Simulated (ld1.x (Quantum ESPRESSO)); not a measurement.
B (Z = 5), PAW, made with ld1.x (Quantum ESPRESSO) 7.5 (LDA (PZ), scalar-relativistic). Core [He], reference 2s2 2p1. Waves: 2s (bound): rcutus 1.10 bohr; 2s channel at 4.25 Ry: rcutus 1.10 bohr; 2p (bound): rcutus 3.50 bohr; 2p channel at 0.15 Ry: rcutus 3.50 bohr; 3d channel at 0.45 Ry: rcutus 3.05 bohr; 3d channel at 1.65 Ry: rcutus 3.05 bohr. Local part: all-electron potential smoothed inside 2.10 bohr (lloc = -2). Core correction: none. Augmentation charge: BG, radius 0.90 bohr.

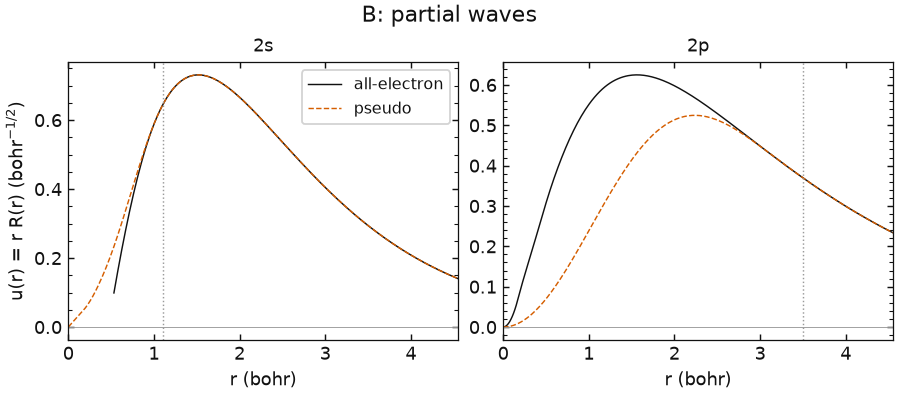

Pseudo-waves (dashed) against the all-electron radial functions (solid). Dotted lines mark the matching radii. The all-electron curves start outside the innermost oscillations, which aren't drawn.

Pseudo-waves: 2s has no node; 2p has no node.

* Cutoffs needed: 25 Ry and 35 Ry (the cutoffs, on a coarse ladder, from which the occupation-weighted sum of valence levels, in a spherical-Bessel basis at the reference potential, stays within 10 and 1 mRy of its value at 400 Ry)
* Ghost test: no ghost state below the valence levels in the s, p, d, f channels (spherical-Bessel basis up to 400 Ry, 20 bohr box)
* Largest excitation error: +21 meV (all-electron minus pseudo) for 2s0 2p3, out of 7 test configurations
* Lowest eigenvalue of the overlap operator: 0.37 (p channel)
